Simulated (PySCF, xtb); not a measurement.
Potential energy curve for GeF, doublet.

UKS-BLYP = unrestricted BLYP/cc-pVDZ run with PySCF; UKS-PBE = unrestricted PBE/cc-pVDZ (PySCF); GFN1-xTB (xtb).

Energies are in kcal/mol, each relative to the lowest point of its own curve near equilibrium.

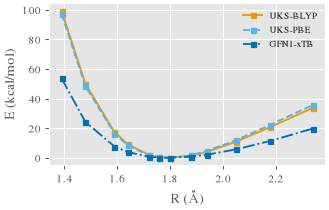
Figure. Energy against bond length for each method.

| R / Å | UKS-BLYP | UKS-PBE | GFN1-xTB |
|---|---|---|---|
| 1.39 | 99.5 | 97.2 | 53.6 |
| 1.48 | 50.1 | 48.5 | 24.3 |
| 1.59 | 17.4 | 16.4 | 7.6 |
| 1.64 | 9.2 | 8.5 | 3.9 |
| 1.72 | 2.0 | 1.7 | 0.8 |
| 1.76 | 0.5 | 0.3 | 0.1 |
| 1.80 | 0.0 | 0.0 | 0.0 |
| 1.88 | 1.4 | 1.8 | 0.8 |
| 1.94 | 4.0 | 4.6 | 2.1 |
| 2.05 | 10.9 | 11.9 | 5.7 |
| 2.18 | 20.8 | 22.3 | 11.4 |
| 2.34 | 33.7 | 35.7 | 19.7 |

At the longest distance, 2.34 Å, UKS-PBE lies highest above its minimum (35.7 kcal/mol) and GFN1-xTB lowest (19.7 kcal/mol).

The scan ran from 1.39 to 7.04 Å; beyond the distances shown one of the unrestricted levels run for this scan, shown here or not, changes its spin distribution in one step.
